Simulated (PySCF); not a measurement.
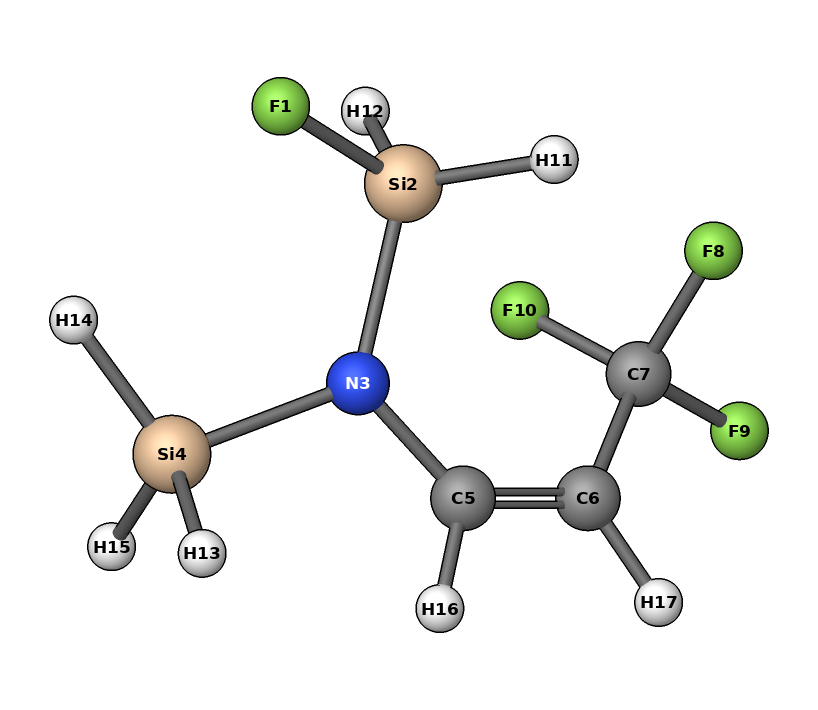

The questions are on isotropic NMR shieldings of the Si atoms. The computed structure is the end point of a GFN2-xTB optimisation. No frequency run is at hand to confirm it as a minimum. Properties computed with GIAO PBE0/pcSseg-1 NMR shielding, non-relativistic, gas phase (PySCF 2.14.0).

List the isotropic NMR shieldings of the Si atoms.

```json
{"atom": "Si2", "σ (ppm)": "361.4"}
{"atom": "Si4", "σ (ppm)": "397.6"}
```

The geometry is semi-empirical. Around Si such bond lengths and angles can be off by a tenth of an ångström or more and by several degrees, and values that hang on the shape move with them.
